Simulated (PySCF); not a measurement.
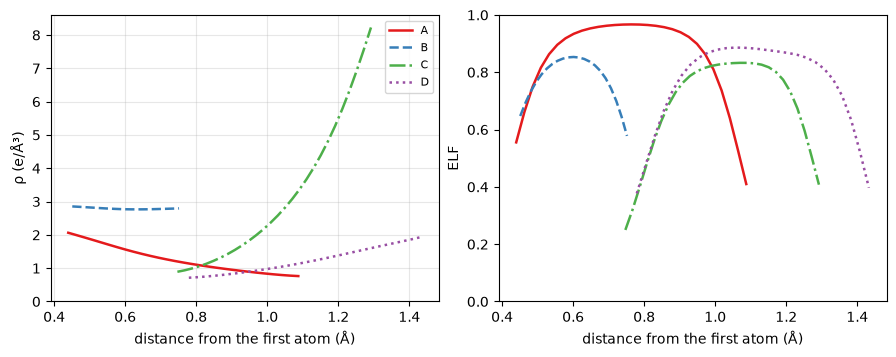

C$_{3}$H$_{6}$ClFSi$_{2}$. Electron density and electron localisation function along straight lines between neighbouring atoms. The curves leave out the atomic cores.

Geometry: GFN2-xTB.

These are results of PBE0/pcSseg-1, SCF density, gas phase, non-relativistic in PySCF 2.14.0, not measurements.

```xyz
13

C     2.6102    1.5151    0.1275
C     1.9568    0.5140   -0.0020
Si    0.9816   -1.0501   -0.1702
C    -0.8112   -0.6568    0.3619
Si   -1.7510    0.4723   -0.8198
F    -1.8251   -0.3018   -2.2353
Cl   -3.6563    0.7516   -0.2413
H     3.1785    2.3947    0.2356
H     1.0363   -1.5095   -1.5593
H     1.5410   -2.0482    0.7523
H    -1.3529   -1.6000    0.4570
H    -0.7925   -0.2164    1.3588
H    -1.1198    1.7355   -1.1442
```

> Which curve belongs to which contact (C–C, C–Si, Si–Cl and Si–F)? The first atom named is at distance zero.

Curve A: C–Si (1.85 Å): the density is about 0.92 e/Å³ at the midpoint; the ELF peaks at about 0.95 between the atoms; localised, covalent bonding. Curve B: C–C (1.20 Å): ρ is about 2.8 e/Å³ halfway; the ELF peaks at about 0.85 between the atoms: a multiple bond. Curve C: Si–F (1.61 Å): ρ is about 1.1 e/Å³ halfway; the ELF peaks at about 0.85 in the valence shell of F, 0.5 Å from its nucleus, and is about 0.50 at the midpoint. Curve D: Si–Cl (2.01 Å): the density is about 0.98 e/Å³ at the midpoint; the ELF peaks at about 0.90 between the atoms, as expected for a polar covalent bond.
